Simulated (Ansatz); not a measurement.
# SnTeSe monolayer, Janus: from the cell to its phonons, part 2 of 2

Task: relax SnTeSe monolayer, Janus, then find its harmonic phonons.

Ansatz 0.2.0; DFT PBEsol, scalar-relativistic, plane waves, PAW.

So far. Step 4 (Relaxing to small forces for the phonons): The largest force component left is 0.22 meV/Å, within the tolerances set. Step 5 (Linear response at the zone centre): Before it was imposed, the acoustic sum rule was missed by 4.7e-5 eV/Å². Small misses are needed for a sound result but don't prove that mesh and cutoff are converged. The lowest optical mode is real, 82.7 cm⁻¹.

### 6. Response at finite wavevector

Stability and thermal properties need the whole zone. Linear response on a 3×3×1 q mesh gives force constants as far as a supercell of that size would.

Input file input.yaml:

```yaml
crystal:
  lattice:
    - [3.9113418796, 0.0, 0.0]
    - [-1.9556709398, 3.3873214307, 0.0]
    - [0.0, 0.0, 30.0]
  atoms:
    - { symbol: Sn, position: [0.0, 0.0, 0.3354427752] }
    - { symbol: Se, position: [0.3333333333, 0.6666666667, 0.3871623258] }
    - { symbol: Te, position: [0.6666666667, 0.3333333333, 0.2740615655] }
  periodic: [true, true, false]
kpoints:
  mp_grid: { grid: [12, 12, 1] }
hamiltonian:
  xc: pbesol
scf:
  occupations: { method: methfessel_paxton, width: 0.15 }
output:
  eigenvalues: true
phonons:
  method: dfpt
  qmesh: [3, 3, 1]
  temperatures: { t_max: 1000, t_step: 50 }
  qpath:
    path:
      - [0.0, 0.0, 0.0]
      - [0.5, 0.0, 0.0]
      - [0.33333333, 0.33333333, 0.0]
      - [0.0, 0.0, 0.0]
    npoints: 10
```

Run with:

```bash
> ansatz run input.yaml --threads 8 --pin off --max-ram 14336MiB --backend cpu --events-out ev --progress --plain --runs-dir out
```

Numbers of over 12 decimals in the logs are rounded to 6 here.

The program printed:

```text
[...]
Crystal: 3 atoms, lattice volume = 397.469 Å³
Basis set: ecut = 420 eV, 7853 PW (Γ), exchange–correlation on 54×54×432 points (8 copies of the dense FFT grid, shifted against one another)
Bands: 28, of which v1, the nominal top of the filled ones, is band 23 counted from 1 (22 counted from 0)
Symmetry: 6 space group operations
k-points: 19 of 144 (time reversal used)
[...]
SCF iter   1: F=—  HF=-18275.958459 eV  |F-HF|=—  |Δ(HF+E_count)|=         —  Δρ=1.99e-3  dr2=1.26e-1  ethr=1.77e-3  ⟨swp⟩=14.9  Hψ=3766  notcnv=0
[...]
SCF iter  11: F=-18275.946682 eV  HF=-18275.946682 eV  |F-HF|=1.46e-11  |Δ(HF+E_count)|=  7.64e-10  S|Δr|=    0.00e0  Δρ=1.45e-8  dr2=9.46e-13  ethr=1.00e-12  ⟨swp⟩=8.4  Hψ=2697  notcnv=0
SCF 1 converged in 11 iterations: F = -18275.946682 eV  dr2 = 9.46e-13
[...]
phonons: the bands overlap, so this run is a metal and interpolates without the dipole-dipole term. If the crystal is really an insulator or semiconductor, its LO-TO splitting is missing
NSCF: frozen V_eff on 19 k-points
WARN: eigensolver did not converge in 10 slots of this pass, the one above among them; of largest residual over every band (k=16): 1 band(s) unlocked (lowest unlocked band 27, counted from 0; max residual 8.01e-3 eV among the unlocked bands, 8.01e-3 eV over every band); of lowest unlocked band (k=0): band 27
[...]
DFPT response loops at q = (0, 0, 0) (fractional): preconditioner auto → none (partly filled bands, converged f_vac=0.758); β = 0.50; Broyden in place of MSR1
[...]
SCF converged after 11 iterations
[...]
Free energy (F): -18275.946682 eV
[...]
Internal energy: -18275.947939 eV  (E = F + TS)
E sigma→0 (E₀):  -18275.946996 eV
Entropy (-TS):   0.001257 eV (0.419 meV/atom)
Fermi energy:    -5.138985 eV
[...]
--- Band table (eV; the first three rows and the last of 19) ---
  k-point 0: bands = [... 19 lower, -6.3647, -6.3647, -5.0061, -5.0061, -4.4029, -2.3608, -1.5205, -1.5205, ... 1 higher]
  k-point 1: bands = [... 19 lower, -6.9031, -6.5074, -5.5993, -5.0601, -3.9837, -2.0610 (-2.0609°), -1.5347 (-1.5347°), -1.3574, ... 1 higher]
  k-point 2: bands = [... 19 lower, -6.9563, -6.8455, -6.5270, -5.2116, -3.7381, -2.1442, -0.9897 (-0.9897°), -0.8508, ... 1 higher]
  k-point 18: bands = [... 19 lower, -9.1977, -9.0176, -6.7693, -6.4587, -4.4396, -1.3164, -0.7866, 0.0537, ... 1 higher]
  ° read free of the cell's end (the report's vacuum.weakly_bound_levels)
--- Phonons (Γ-DFPT): 6 representative perturbations + reference (Σ response iterations 22) ---
  ASR residual: 3.155e-5 → 0.000e0 eV/Å²; symmetrization residual: 1.757e-5 eV/Å²
  ASR residual per site (eV/Å²): 3.15e-5 2.31e-5 1.48e-5
  Γ frequencies (cm⁻¹): 0.00 0.00 0.00 82.68 82.68 126.61 126.61 140.71 218.77
--- Phonons (arbitrary-q DFPT): 3 irreducible q on the 3×3×1 mesh ---
  q = [0.0000, 0.0000, 0.0000] (star 1, of the zone-centre solve; hermiticity 2.97e-6, symmetrization 2.79e-11): 0.00 0.00 0.00 82.68 82.68 126.61 126.61 140.71 218.77
  q = [0.0000, 0.3333, 0.0000] (star 6, 9 solved perturbations on 78 of 144 k-point pairs; hermiticity 6.45e-6, symmetrization 3.95e-10): 31.20 42.63 85.54 86.23 118.48 127.99 130.73 150.82 188.94
  q = [0.3333, 0.3333, 0.0000] (star 2, 6 solved perturbations in 327 linear systems a pass and spin channel, the states on 78 of 144 k-point pairs; hermiticity 5.41e-6, symmetrization 1.82e-6): 37.20 85.06 90.77 113.10 114.18 119.07 135.38 159.37 175.98
  sum rule: each row above includes the acoustic sum rule's correction from the zone centre's row sums; it moved no ω² by more than (0.28 cm⁻¹)²
  mesh force constants: q→R imaginary residual 1.41e-16; ASR residual 3.155e-5 → 0.000e0 eV/Å²; symmetrization residual 7.994e-15 eV/Å²
  interpolated dispersion: 31 rows × 9 modes
  density of states and harmonic sums: on the 18×18×1 q-mesh, interpolated from the force constants of a 3×3×1 supercell (no non-analytic term)
  largest difference from the sums on the solved wave vectors: F 3.34e-2 eV, S 4.22e-5 and C_V 8.78e-6 eV/K
  zero-point energy: 0.059514 eV/cell   skipped modes (ω ≤ 0): 12, of them read as no rigid motion or as one in doubt: 9 (2.222e-1 modes/cell left out, lowest -20.90 cm⁻¹)   left out of the sums: 2.57e-2 of the cell's modes: C_V's classical limit lies that fraction below 3 k_B per atom; for a crystal, a wire or a layer, F and S can be off by more, and a phonons.interpolated_qmesh denser along its periods is the remedy for the sampling
```

Wall time 69 s (8 threads of AMD EPYC 9R45 (Zen 5), shared host); peak memory 2.9 GiB; 8.4 min of CPU time.

Numbers from this step:

* sum-rule residual before enforcement: 3.15e-5 eV/Å²
* lowest frequency on the path: -20.88 cm⁻¹
* highest frequency on the path or at a solved wavevector: 218.8 cm⁻¹
* lowest mode on the q mesh (acoustic modes at Γ apart): 31.2 cm⁻¹

Frequencies (cm⁻¹) solved at each irreducible wavevector; negative means imaginary. Frequencies by wavevector, by row:

```
q in reciprocal lattice units  star  mode 1  mode 2  mode 3  mode 4  mode 5  mode 6  mode 7  mode 8  mode 9
                        0 0 0     1       0       0       0    82.7    82.7   126.6   126.6   140.7   218.8
                   0 0.3333 0     6    31.2    42.6    85.5    86.2   118.5     128   130.7   150.8   188.9
              0.3333 0.3333 0     2    37.2    85.1    90.8   113.1   114.2   119.1   135.4   159.4     176
```

Interpolated from a 3×3×1 q mesh. Phonon branches along the path, in cm⁻¹:

```csv
point,branch 1,branch 2,branch 3,branch 4,branch 5,branch 6,branch 7,branch 8,branch 9
Γ,0,0,0,83,83,127,127,141,219
M,43,48,88,96,120,126,133,148,192
K,37,85,91,113,114,119,135,159,176
Γ,0,0,0,83,83,127,127,141,219
```

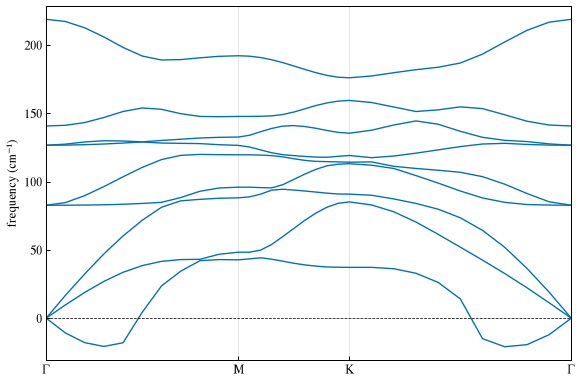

Phonon branches along the path.

The phonon density of states has structure finer than the step of the table below, so its rows give means over 20 cm⁻¹, whole bins alone (the curve runs from -21 to 219 cm⁻¹). Peaks (cm⁻¹: height): 37.0: 0.0908, 91.0: 0.108, 119.0: 0.174, 127.0: 0.172, 141.0: 0.0955, 153.0: 0.118, 189.0: 0.0929.

Tetrahedra on a 18×18×1 mesh, mean over bins of 2 cm-1. Interpolated from a 3×3×1 q mesh. Table of phonon density of states by wavenumber; means over each step:

```csv
wavenumber (cm⁻¹),phonon density of states (1/cm⁻¹/cell)
0,0.00460
20,0.0148
40,0.0513
60,0.0240
80,0.0544
100,0.0555
120,0.0916
140,0.0654
160,0.0289
180,0.0319
200,0.0155
```

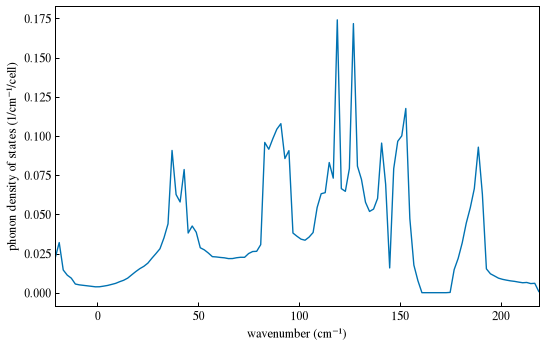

Phonon density of states, plotted against wavenumber.

The partial phonon density of states has structure finer than the step of the table below, so its rows give means over 10 cm⁻¹, whole bins alone (the curve runs from -31 to 235 cm⁻¹). Peaks (cm⁻¹: height): Se 37.7: 0.0121, 87.9: 0.0314, 118.1: 0.0461, 128.1: 0.0440, 141.5: 0.0333, 148.2: 0.0405, 188.4: 0.0336; Sn -19.3: 0.00905, 37.7: 0.0301, 91.3: 0.0160, 118.1: 0.0288, 128.1: 0.0400, 151.6: 0.0463, 188.4: 0.0379; Te -19.3: 0.0104, 37.7: 0.0331, 91.3: 0.0551, 119.8: 0.0405.

Phonopy on the run's constants, 17x17x1 mesh, Gaussian sigma 2.0 cm-1. Interpolated from a 3×3×1 q mesh. The partial phonon density of states by wavenumber; means over each step; values in 1/cm⁻¹/cell:

```
wavenumber (cm⁻¹)       Se       Sn       Te
              -20  0.00379  0.00547  0.00626
              -10  0.00190  0.00295  0.00326
                0   5.0e-4   7.7e-4   8.3e-4
               10  0.00131  0.00214  0.00227
               20  0.00335  0.00564  0.00605
               30  0.00563   0.0114   0.0124
               40  0.00915   0.0253   0.0281
               50  0.00519   0.0141   0.0157
               60  0.00341  0.00833   0.0107
               70  0.00329  0.00762   0.0115
               80   0.0118   0.0102   0.0276
               90   0.0264   0.0147   0.0524
              100   0.0167  0.00688   0.0206
              110   0.0262   0.0138   0.0162
              120   0.0368   0.0240   0.0336
              130   0.0332   0.0303   0.0232
              140   0.0279   0.0228   0.0109
              150   0.0316   0.0354   0.0134
              160  0.00449  0.00749  0.00276
              170   3.8e-4   3.5e-4   2.4e-5
              180   0.0137   0.0144   7.4e-4
              190   0.0239   0.0270   9.9e-4
              200  0.00511  0.00459   1.7e-4
              210  0.00319  0.00325   1.5e-4
              220  0.00102  0.00113   5.8e-5
              230   3.0e-7   3.0e-7        0
```

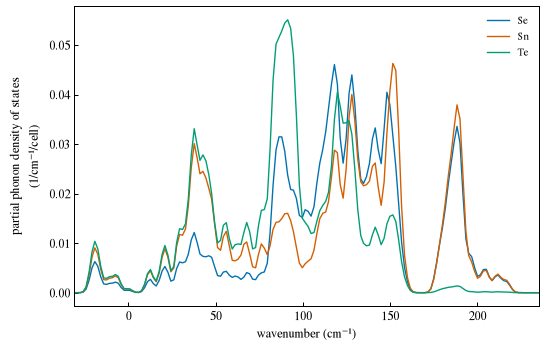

Partial phonon density of states against wavenumber.

Symmetry leaves 3 wavevectors to solve. The lowest mode among them, the acoustic zeros apart, lies at q = (0, 0.333, 0) and is real, 31.2 cm⁻¹. Between them the interpolated path dips to 21i cm⁻¹.

### 7. Isotope substitution, element Se, natural mass 78.971 amu

An isotope changes the mass and not the force constants, so no new electronic calculation is needed; the shifts show which modes move this element.

The same force constants with the mass of Se changed from 78.971 to 81.917 u (phonopy, no LO-TO term). Both lists are sorted by frequency; levels can cross, so a row need not hold one and the same mode. Modes under 3 cm⁻¹ are left out. Isotope shifts, by row:

```csv
q,rank,natural mass (cm⁻¹),changed mass (cm⁻¹)
0 0 0,4,82.68,82.21
0 0 0,5,82.68,82.21
0 0 0,6,126.6,125.6
0 0 0,7,126.6,125.6
0 0 0,8,140.7,139.9
0 0 0,9,218.8,217
0 0.3333 0,1,31.2,31.09
0 0.3333 0,2,42.63,42.53
0 0.3333 0,3,85.54,84.74
0 0.3333 0,4,86.23,85.98
0 0.3333 0,5,118.5,117.5
0 0.3333 0,6,128,127.2
0 0.3333 0,7,130.7,129.9
0 0.3333 0,8,150.8,149.8
0 0.3333 0,9,188.9,187.3
0.3333 0.3333 0,1,37.2,37.1
0.3333 0.3333 0,2,85.06,85.06
0.3333 0.3333 0,3,90.77,90.51
0.3333 0.3333 0,4,113.1,112.4
0.3333 0.3333 0,5,114.2,113.5
0.3333 0.3333 0,6,119.1,117.5
0.3333 0.3333 0,7,135.4,134.1
0.3333 0.3333 0,8,159.4,158.5
0.3333 0.3333 0,9,176,174.3
```

A mode of this element alone would shift by -1.81 %. The highest zone-centre frequency without the field goes from 218.8 to 217.0 cm⁻¹ (-0.8 %). The product of the frequency ratios over all optical modes at Γ is 0.959; the product rule, (m/m′)^(3k/2) (M′/M)^(3/2) with k = 1 such atoms and M the mass of the cell, gives 0.959.

### 8. Isotope substitution, element Sn, natural mass 118.71 amu

The same for Sn, from 118.71 to 123.91 u.

The same force constants with the mass of Sn changed from 118.710 to 123.905 u (phonopy, no LO-TO term). Both lists are sorted by frequency; levels can cross, so a row need not hold one and the same mode. Modes under 3 cm⁻¹ are left out. Isotope shifts, by row:

| q | rank | natural mass (cm⁻¹) | changed mass (cm⁻¹) |
| --- | --- | --- | --- |
| 0 0 0 | 4 | 82.68 | 82.46 |
| 0 0 0 | 5 | 82.68 | 82.46 |
| 0 0 0 | 6 | 126.6 | 125.2 |
| 0 0 0 | 7 | 126.6 | 125.2 |
| 0 0 0 | 8 | 140.7 | 140.3 |
| 0 0 0 | 9 | 218.8 | 216.4 |
| 0 0.3333 0 | 1 | 31.2 | 30.9 |
| 0 0.3333 0 | 2 | 42.63 | 42.28 |
| 0 0.3333 0 | 3 | 85.54 | 85.35 |
| 0 0.3333 0 | 4 | 86.23 | 85.91 |
| 0 0.3333 0 | 5 | 118.5 | 117.7 |
| 0 0.3333 0 | 6 | 128 | 127.7 |
| 0 0.3333 0 | 7 | 130.7 | 129.3 |
| 0 0.3333 0 | 8 | 150.8 | 149.3 |
| 0 0.3333 0 | 9 | 188.9 | 186.9 |
| 0.3333 0.3333 0 | 1 | 37.2 | 36.87 |
| 0.3333 0.3333 0 | 2 | 85.06 | 84.45 |
| 0.3333 0.3333 0 | 3 | 90.77 | 90.06 |
| 0.3333 0.3333 0 | 4 | 113.1 | 112.6 |
| 0.3333 0.3333 0 | 5 | 114.2 | 113.8 |
| 0.3333 0.3333 0 | 6 | 119.1 | 118.5 |
| 0.3333 0.3333 0 | 7 | 135.4 | 134.2 |
| 0.3333 0.3333 0 | 8 | 159.4 | 157.8 |
| 0.3333 0.3333 0 | 9 | 176 | 174.4 |

A mode of this element alone would shift by -2.12 %. The highest zone-centre frequency without the field goes from 218.8 to 216.4 cm⁻¹ (-1.1 %). The product of the frequency ratios over all optical modes at Γ is 0.960; the product rule, (m/m′)^(3k/2) (M′/M)^(3/2) with k = 1 such atoms and M the mass of the cell, gives 0.960.

### 9. Another isotope, element Te, natural mass 127.6 amu

The same for Te, from 127.60 to 129.91 u.

A mode of this element alone would shift by -0.89 %. The highest zone-centre frequency without the field goes from 218.8 to 218.7 cm⁻¹ (-0.0 %). The product of the frequency ratios over all optical modes at Γ is 0.984; the product rule, (m/m′)^(3k/2) (M′/M)^(3/2) with k = 1 such atoms and M the mass of the cell, gives 0.984.

### 10. Outcome

```yaml
space_group_after_relaxation_within_0p01_a: P3m1
area_per_atom: 4.42 Å²
electronic_character: no gap on this mesh
highest_optical_mode_at_the_zone_centre_no_lo_to_term: 219 cm⁻¹
lowest_optical_zone_centre_mode: 82.7 cm⁻¹
lowest_mode_on_the_q_mesh_acoustic_modes_at_gamma_apart: 31.2 cm⁻¹
highest_frequency_on_the_path_or_at_a_solved_wavevector: 219 cm⁻¹
imaginary_modes_on_the_3x3x1_q_mesh: none
```

In words: No mode is imaginary at the 3 irreducible wavevectors solved, but between them the interpolated path dips to 20.9i cm⁻¹, so stability is not settled. The optical modes at Γ span 83 to 219 cm⁻¹. The interpolated path dips to 21i cm⁻¹ between the solved wavevectors, which may come from the interpolation; a denser q mesh would tell. With no gap, or one that is small against the smearing, the frequencies hang on the k mesh and the smearing, most of all near Kohn anomalies. In a sheet or slab the interpolated bending branch near Γ is rough, since the rotational sum rule isn't imposed. A semilocal functional can close a gap that the real compound would have, so the metallic treatment may be an artefact of the level. Spin-orbit coupling is left out, which can matter for the heavy elements here. A phonon run warned that its eigensolver left some bands unconverged in a pass. The starting cell was built on a prototype and not taken from a measurement. These are harmonic frequencies at zero temperature: anharmonic shifts, linewidths and thermal expansion are left out.

[Logs are printed without paths, hosts, clocks, repeated set-up lines and the standing remarks that a program may print on its own settings, such as how far it seeks lower states.]

[Hosts, paths, dates, database ids (printed as entryN), source tags and the programs' standing remarks are cut or masked in the printed files.]
